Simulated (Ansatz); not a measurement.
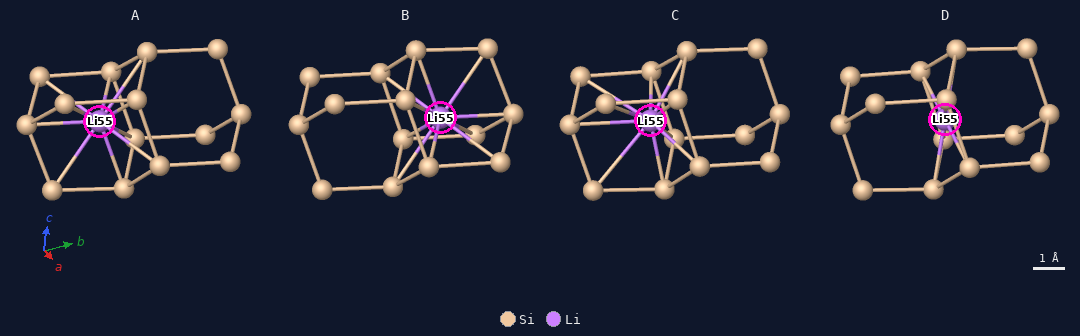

4 geometries from a converged minimum-energy path of a defect cell of composition LiSi₅₄ (cell charge +1) (55 atoms in the cell), shuffled. A ball-and-stick model of the atoms within 4.2 Å of the middle of the path, seen slightly off an axis. The moving atom is ringed, with any periodic copies. Bonds to atoms that aren't drawn are left out.

Computed with DFT PBE, scalar-relativistic, plane waves, PAW (Ansatz). Set-up: plane-wave cutoff 420 eV; k-point mesh 2 × 2 × 2; Gaussian smearing 0.02 eV; 5 movable images; climbing image.

Question: Which of them lies highest in energy?

Answer: D. In order along the path, whose images run from 0 to 6: B (image 0, 0.00 eV), D (image 3, +0.59 eV), C (image 5, +0.14 eV), A (image 6, 0.00 eV). The Li atom travels furthest, 2.37 Å from end to end, along [1 −3 1], on a straight line. At the highest image its nearest neighbour (Si) is 2.37 Å away, against 2.44 Å at the start, and the surrounding atoms stand up to 0.10 Å off the mean of their end positions.

Limits of the set-up: the cell is charged, on a uniform background, and energies carry no finite-size correction.
